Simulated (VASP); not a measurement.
Given:

```
CELL_PARAMETERS angstrom
      3.35718     0.00000     0.00000
      0.00000     3.35718     0.00000
      0.00000     0.00000     3.35718
ATOMIC_POSITIONS crystal
  Na 0.00000 0.00000 0.00000
```

The numbers are results of PBEsol GGA, VASP's PBE PAW potentials (set 64) (plane waves; VASP 6.6.1), not measurements. Numerical set-up: 400 eV cut-off, 12×12×12 Γ-centred mesh, tetrahedra with Blöchl corrections, potentials Na_pv.

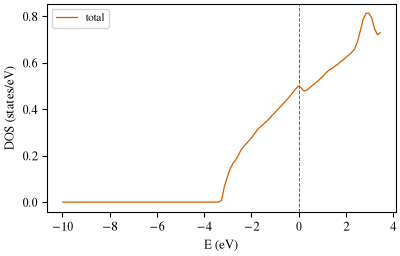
Figure: Total and projected density of states, zero at the Fermi level

Within 2 eV below the Fermi level the largest weight inside VASP's projection spheres is Na s, then Na p.

It has no gap at this level: it comes out as a metal or semimetal.

The structure was generated: Na was put into the simple-cubic type (Pm-3m), which need not be its known phase. It was relaxed first, which changed the volume by -11 %.
